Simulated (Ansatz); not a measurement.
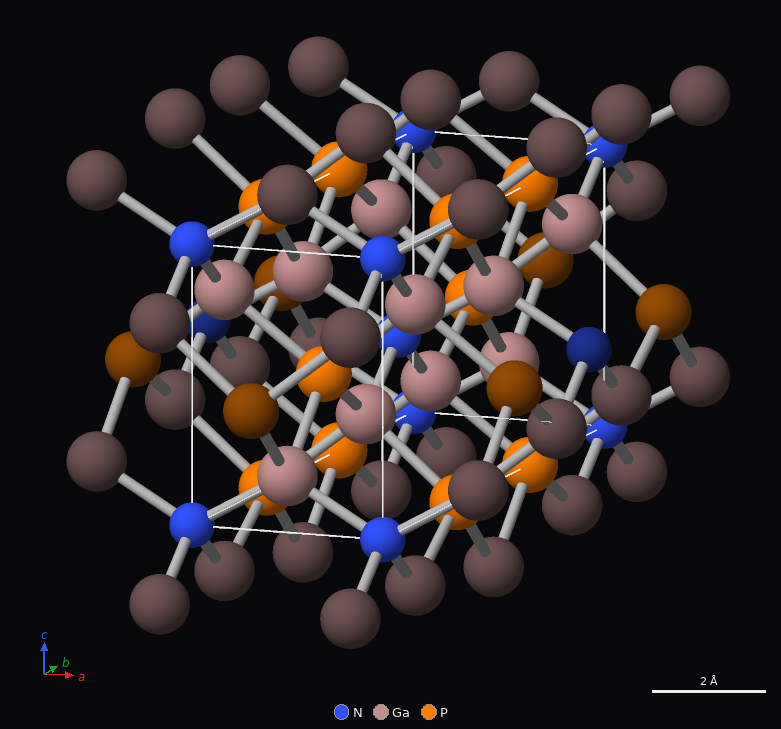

This ball-and-stick model is shown slightly off an axis. Lines trace the edges of the conventional unit cell. The first bonded neighbours in the surrounding cells are also shown, in fainter colours.

Ga3P2N, space group Imm2 (No. 44), a = 3.633 Å, b = 10.946 Å, c = 5.095 Å, α = 90.00°, β = 90.00°, γ = 90.00°. Source of the structure: a structure type filled with these elements by a generator (whether the compound takes this form wasn't checked). Earlier steps of the study, as a rule a relaxation of our own, may have changed the cell and positions, so they can lie some per cent off the listed ones. It went into a calculation with Ansatz.

This one geometry was computed with Ansatz (DFT, plane waves, PAW) at five levels of theory: r2SCAN, PBE with spin-orbit coupling, PBE0, PBE and HSE06. It was relaxed beforehand with r2SCAN.

### Which level gives the highest pressure at this volume, and what does that say about its equilibrium volume?

Highest: PBE with spin-orbit coupling (3.2 GPa) and PBE (3.2 GPa), which points to the largest equilibrium volume. Lowest, with the smallest volume: r2SCAN (0.0 GPa), PBE0 (0.2 GPa) and HSE06 (0.4 GPa). Levels within 0.5 GPa of each other can't be told apart.

### How does the band gap change with the level of theory?

PBE with spin-orbit coupling: a gap of 0.35 eV, direct; PBE: a gap of 0.35 eV, direct; r2SCAN: a gap of 0.69 eV, direct; HSE06: a gap of 1.16 eV, indirect; PBE0: a gap of 1.80 eV, indirect.

### Collect the results in a table.

| level | cutoff (eV) | k-mesh of the run's cell | gap (eV) | pressure (GPa) |
| --- | --- | --- | --- | --- |
| r2SCAN | 500 | 8×8×8 | 0.69 | 0.0 |
| PBE with spin-orbit coupling | 420 | 8×8×8 | 0.35 | 3.2 |
| PBE0 | 420 | 6×6×6 | 1.80 | 0.2 |
| PBE | 420 | 8×8×8 | 0.35 | 3.2 |
| HSE06 | 420 | 6×6×6 | 1.16 | 0.4 |

Gaps are taken on the k-mesh or band path of each run.
